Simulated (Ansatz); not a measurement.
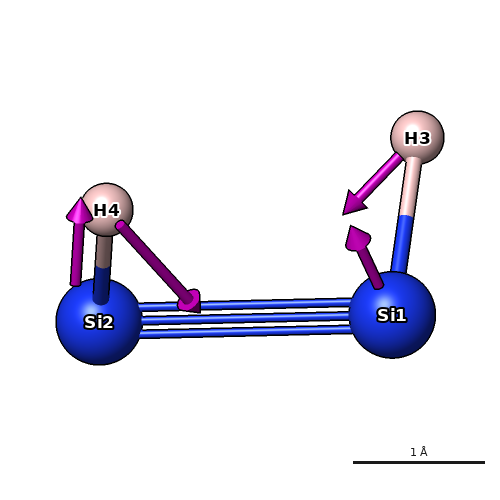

Arrows show the forces on the atoms, 2 Å of arrow for 1 eV/Å; forces under a tenth of the largest aren't drawn. Level of theory: ωB97M-V/def2-TZVPP (Ansatz 0.2.0).

> On which atom is the force largest, and how large is it?

On H4: 0.59 eV/Å.

> Along which bond is the force strongest?

Si2–H4, now 1.579 Å: the forces pull its atoms together, so a first step downhill shortens it.

List the force components in the frame of the picture (x right, y up, z towards the viewer), in eV/Å.

```json
{"atom": "Si1", "Fx": "−0.11", "Fy": "0.24", "Fz": "0.20"}
{"atom": "Si2", "Fx": "0.02", "Fy": "0.34", "Fz": "0.16"}
{"atom": "H3", "Fx": "−0.22", "Fy": "−0.23", "Fz": "0.00"}
{"atom": "H4", "Fx": "0.31", "Fy": "−0.34", "Fz": "−0.36"}
```
